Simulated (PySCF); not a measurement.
SMILES c1cc(cc(C(OC)=O)c1)C=O at its GFN2-xTB optimised geometry (Å):

```
20

C     -2.9834    -2.5585    -0.0301
O     -2.2452    -1.3453    -0.0284
C     -0.9120    -1.4735     0.0001
O     -0.3490    -2.5398     0.0215
C     -0.2122    -0.1620     0.0000
C     -0.9068     1.0462     0.0008
C     -0.2124     2.2447     0.0013
C      1.1698     2.2459     0.0007
C      1.8758     1.0407     0.0000
C      3.3469     1.0528    -0.0004
O      4.0307     2.0431     0.0016
C      1.1778    -0.1620     0.0000
H     -2.6913    -3.1789    -0.8796
H     -4.0307    -2.2772    -0.1022
H     -2.7980    -3.1157     0.8903
H     -1.9854     1.0362     0.0014
H     -0.7535     3.1789     0.0022
H      1.7301     3.1692     0.0009
H      3.7992     0.0418    -0.0029
H      1.6989    -1.1086    -0.0001
```

Calculation: B3LYP/def2-SVP (PySCF).

Map of the HOMO−1 amplitude (bohr^(-3/2)) on the plane z = 1.2 Å; orbital energy -7.64 eV, overall sign arbitrary:

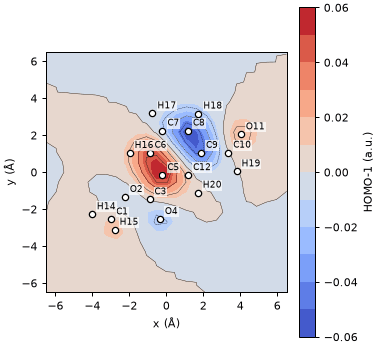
HOMO−1 amplitude (bohr^(-3/2)) on the plane z = 1.2 Å.
